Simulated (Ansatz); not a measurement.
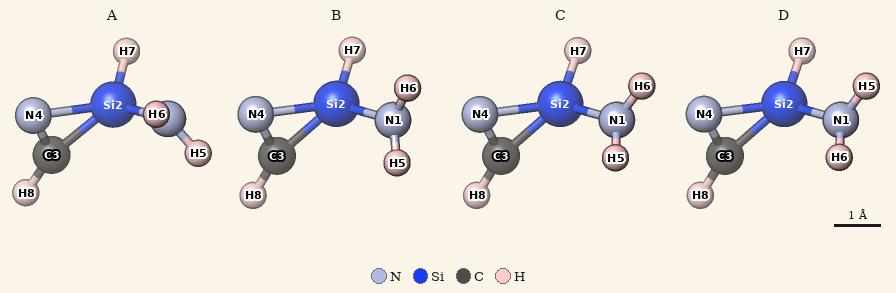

4 geometries from a converged minimum-energy path of CH₄N₂Si, shuffled. A ball-and-stick model, seen at a tilt.

Method: RKS B3LYP-D4/def2-SVP (Ansatz). Settings: 7 movable images; climbing image; force threshold 0.05 eV/Å; iteration limit 60; starting path by image-dependent pair potential.

### Which frame is the transition state?

A. In order along the path, whose images run from 0 to 8: C (image 0, 0.000 eV), B (image 1, +0.014 eV), A (image 4, +0.095 eV), D (image 8, 0.000 eV). The motion is a rotation about the N1–Si2 bond. No bond forms or breaks between the ends. Among the angles between lasting bonds that change up to the highest image: N1–Si2–N4 123.3° → 118.6°, N1–Si2–H7 109.8° → 114.2°.
